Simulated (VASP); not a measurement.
Band structure of Os (relaxed from the fcc structure, space group Fm-3m). All values below come from r2SCAN meta-GGA, VASP's PBE PAW potentials (set 64) (plane waves; VASP).

Unless said otherwise, spin-orbit coupling is left out, though it shifts the bands of the heavy elements here.

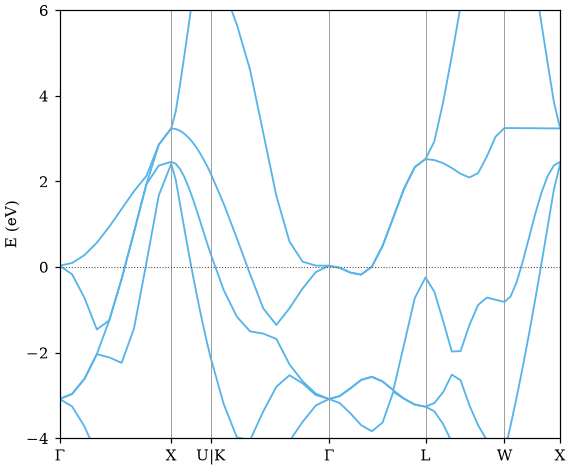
Fig. 1. Bands along high-symmetry lines, zero at the valence-band maximum or, without a gap, the Fermi level

### Question
Read the plot: is there a gap, and where are the band edges?

### Answer
It has no gap at this level: it comes out as a metal or semimetal.

The structure was generated: Os was put into the fcc type (Fm-3m), which need not be its known phase. It was relaxed first.
